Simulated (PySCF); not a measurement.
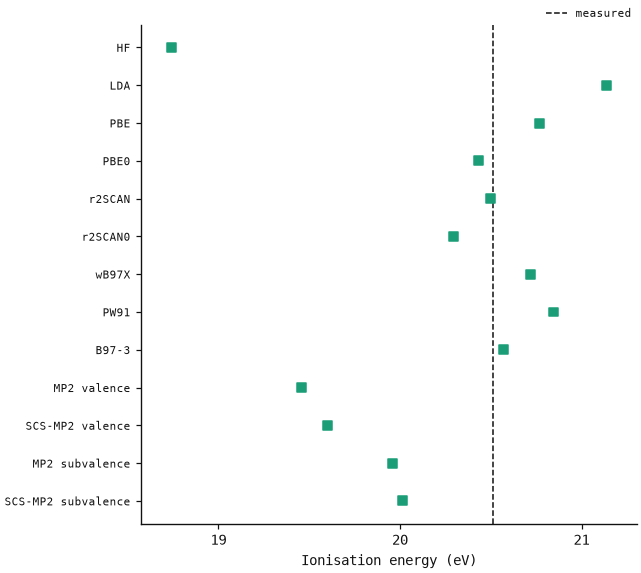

The ionisation energy of an atom or ion with 30 electrons in the configuration [Ar] 3d¹⁰ 4s² by several methods. PySCF, x2c-TZVPPall plus 1 diffuse shell for each l, spin-free X2C-1e, unrestricted single determinants, no spin-orbit coupling. Methods marked “valence” freeze 28 core electrons; methods marked “subvalence” freeze 10 core electrons.

> Name the element and charge.

Ga⁺. The values run from 18.74 eV (HF) to 21.14 eV (LDA). The measured value is 20.52 eV; nearest to it come r2SCAN (−0.02) and B97-3 (+0.05), furthest HF (−1.77 eV).
